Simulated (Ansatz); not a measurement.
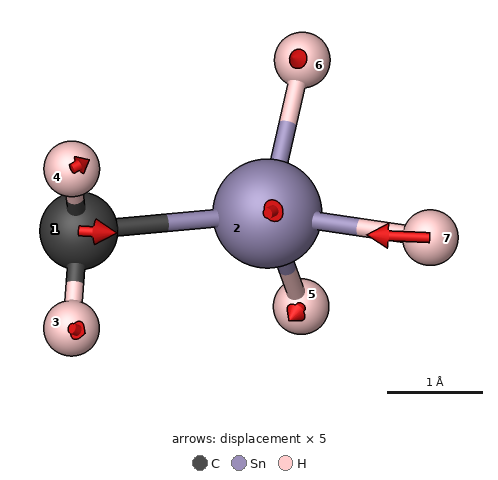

A relaxation of CH5Sn (charge −1). The starting structure is drawn; red arrows show the displacements, magnified 5 times. The two geometries are superimposed by the best rigid fit.

The picture is a ball-and-stick view, seen at a tilt.

Method: RKS PBE0-D4/def2-TZVPD (Ansatz 0.2.0).

Input file:
```yaml
crystal:
  periodic: [false, false, false]
  atoms:
    - {symbol: C, position_ang: [-0.683240, -1.305520, 0.356360]}
    - {symbol: Sn, position_ang: [0.152890, 0.568870, -0.094060]}
    - {symbol: H, position_ang: [-0.626300, -1.884280, -0.586380]}
    - {symbol: H, position_ang: [0.049470, -1.805730, 1.020130]}
    - {symbol: H, position_ang: [-0.886200, 1.579960, -1.168800]}
    - {symbol: H, position_ang: [0.177100, 1.695970, 1.314550]}
    - {symbol: H, position_ang: [1.816280, 1.150730, -0.841790]}
basis:
  gaussian: {orbitals: def2-TZVPD}
total_charge: -1
hamiltonian: {xc: pbe0, dispersion: d4}
relax: {f_tol: 0.005, max_steps: 200}
```

Run as
```bash
ansatz run in.yaml --threads 2 --pin off --events-out ev --progress --plain --max-ram 4352MiB
```

Which element moves most?

Answer. Hydrogen: up to 0.14 Å, against 0.08 Å for carbon.

What happened in the run?

Answer. Over 7 geometry steps the energy falls by 3.06 kcal/mol. Largest force component: 1.2 eV/Å at the start, 0.0011 eV/Å at the end. H7 moves most after the best rigid fit: 0.14 Å. Largest moves by element: H 0.14 Å, C 0.08 Å, Sn 0.06 Å. Some distances before and after: Sn2–H7 1.914 → 1.791 Å, Sn2–H5 1.805 → 1.750 Å, C1–Sn2 2.101 → 2.079 Å, C1–H3 1.108 → 1.101 Å. Among the angles between lasting bonds that change: C1–Sn2–H7 134.5° → 128.2°, H5–Sn2–H6 97.0° → 103.2°, H3–C1–H4 103.9° → 107.8°.
